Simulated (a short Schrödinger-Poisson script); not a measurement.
Structure: gated Al0.33Ga0.67As/GaAs modulation-doped gas, at 300 K.

| layer | material | thickness (nm) | Nd (cm⁻³) | Na (cm⁻³) |
|---|---|---|---|---|
| 1 | Al0.33Ga0.67As | 30 | - | - |
| 2 | Al0.33Ga0.67As | 10 | 6.2e17 | - |
| 3 | Al0.33Ga0.67As | 5 | - | - |
| 4 | GaAs | 6000 | - | 1e14 |

The device is made up for the run: typed textbook-type constants, with dimensions and the other settings drawn at random. Al0.33Ga0.67As: permittivity 11.96, conduction-band edge (eV) 0.261, gap (eV) 1.836, electron mass (mₑ) 0.0944, Nv at 300 K (cm⁻³) 9e18. GaAs: permittivity 12.9, conduction-band edge (eV) 0, gap (eV) 1.424, Nv at 300 K (cm⁻³) 9e18.

Channel valleys (confinement mass, in-plane density-of-states mass, number): Γ 0.067, 0.067, 1. At the gate the conduction-band edge of layer 1 lies 1.01 eV − eVg above the Fermi level of the channel; the field vanishes at the back. The barrier under the gate holds no holes. Gaps are held at their typed values at every temperature. Mesh 0.08 nm at interfaces.

From a short Schrödinger-Poisson script (our own, NumPy): 1D Poisson equation in equilibrium, electrons quantum, Hartree plus LDA exchange-correlation (BenDaniel-Duke, 40 states a valley, the channel's in-plane mass for all, wave functions free to enter the barrier), parabolic valleys, classical holes, full ionisation, no traps, pinning or gate leakage.

Only gate voltages with over 1e8 electrons/cm² are shown.

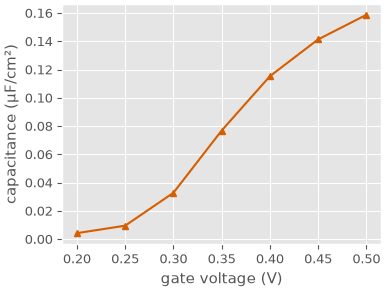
Quasi-static capacitance against gate voltage

| Vg (V) | electrons (cm⁻²) | in the channel layer | C (μF/cm²) | Γ E0 (meV) | Γ E1 (meV) |
|---|---|---|---|---|---|
| 0.5 | 1.39e11 | 1.39e11 | 0.159 | 65.4 | 85.5 |
| 0.4 | 5.23e10 | 5.21e10 | 0.115 | 98.2 | 112.6 |
| 0.3 | 6.11e9 | 6.10e9 | 0.0328 | 161.0 | 171.1 |
| 0.2 | 1.75e8 | 1.74e8 | 0.00426 | 255.3 | 264.4 |

Subbands count from the Fermi level.
